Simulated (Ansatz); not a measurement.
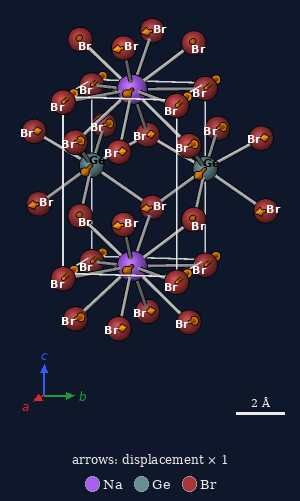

A relaxation of crystalline NaGeBr₅ (built on the MgPPd5-123 type type). The starting structure is drawn; orange arrows show the displacements (the part carried along by the change of the cell is left out), at their true length.

The picture is a ball-and-stick view of the cell of the calculation, seen slightly off an axis.

Case: shaken.

Theory: DFT, PBEsol, plane waves, PAW (Ansatz).

Input
```yaml
crystal:
  lattice:
    - [4.9434747074, 0.0045256313, -0.0004234858]
    - [0.0045256313, 4.8859916121, 0.0174649617]
    - [-0.0006410772, 0.0264386393, 7.4563476956]
  atoms:
    - { symbol: Na, position: [0.4841900446, 0.4789417059, 0.0002497418] }
    - { symbol: Ge, position: [0.0303852557, 0.0071780634, 0.5174210294] }
    - { symbol: Br, position: [-0.0406769266, 0.5239083247, 0.2821091631] }
    - { symbol: Br, position: [-0.0226354523, 0.4870119145, 0.6938116545] }
    - { symbol: Br, position: [0.447687689, 0.0124057511, 0.270188026] }
    - { symbol: Br, position: [0.5163912043, -0.0119844665, 0.6949330508] }
    - { symbol: Br, position: [0.0414792338, 0.0115504859, -0.0271703625] }
kpoints:
  mp_grid: { grid: [4, 4, 2] }
hamiltonian:
  xc: pbesol
scf:
  occupations: { method: fermi_dirac, width: 0.05 }
relax:
  f_tol: 0.01
  cell: {}
  max_steps: 120
```

Launched with:
```bash
ansatz run input.yaml --threads 4 --pin off --max-ram 4608MiB --backend cpu --events-out ev --progress --plain --runs-dir out
```

Atoms of which element are displaced furthest, and by how much?

Answer. Bromine: up to 2.26 Å, against 1.52 Å for sodium.

What did the optimiser do to the structure, and how much energy did it gain?

Answer. The largest move relative to the cell is that of Br7, 2.26 Å along −a. Largest moves by element: Br 2.26 Å, Na 1.52 Å, Ge 1.23 Å. Cell: a 4.943 → 6.773 Å (+37.0 %), b 4.886 → 5.644 Å (+15.5 %), c 7.456 → 8.904 Å (+19.4 %), α 89.6° → 50.6°, γ 89.9° → 90.0°. Volume +46.0 %. Near-neighbour distances that change, for instance: Na1–Br7 3.174 → 7.338 Å, Na1–Br7 (another image) 3.402 → 7.339 Å, Ge2–Br6 2.867 → 5.749 Å, Br5–Br7 2.991 → 5.385 Å. Bonds break, among them: Ge2–Br4 (2.71 → 4.73 Å), Ge2–Br6 (2.87 → 5.75 Å), Na1–Br3 (3.35 → 5.34 Å), Na1–Br4 (3.39 → 5.33 Å). Among the angles between lasting bonds that change: Br5–Na1–Br6 178.8° → 100.9°, Br4–Na1–Br6 59.8° → 98.7°, Br5–Ge2–Br6 70.7° → 109.1°. Within 0.06 Å the space group is P1 at the start and P222 at the end; at a tighter tolerance small leftover displacements or strains of the cell lower it. After 35 accepted moves (41 points after the start) the energy has fallen by 2.673 eV per cell of the calculation. Largest force component: 0.43 eV/Å at the start, 0.0043 eV/Å at the end. Pressure: 1.24 GPa at the start and 0.00 GPa at the end. The line search rejected the trial steps at points 15, 26, 37 of the run. The SCF was repeated 3 times at an unchanged geometry on a basis and grid sized afresh for the cell, which shifted the energy by 0.149 eV per cell of the calculation at most. Cost: 2.9 min on 4 threads of Arm Neoverse V1, on a shared host, peak memory 0.61 GiB.
